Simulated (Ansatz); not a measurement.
Consider BAs in the zinc blende structure (space group F-43m, No. 216; a = 4.7839 Å).

Modification: an isotropic linear strain of +2.00 %; the atoms relax in the strained cell.

All numbers come from r2SCAN/PAW in Ansatz (a program for electronic structure), scalar-relativistic without spin-orbit coupling.

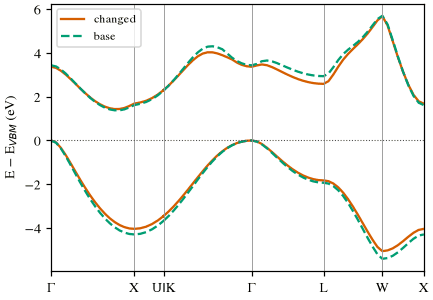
Figure. Highest valence and lowest conduction band along the path, each from its own valence-band maximum

Task: From the figure, how large is the changed gap, and is it direct?

Result: About 1.4 eV, indirect, Γ → Γ–X (76 % along).

Gaps are Kohn–Sham eigenvalue differences; semilocal functionals usually give less than the measured gap. Whether these cells are dynamically stable was not tested.
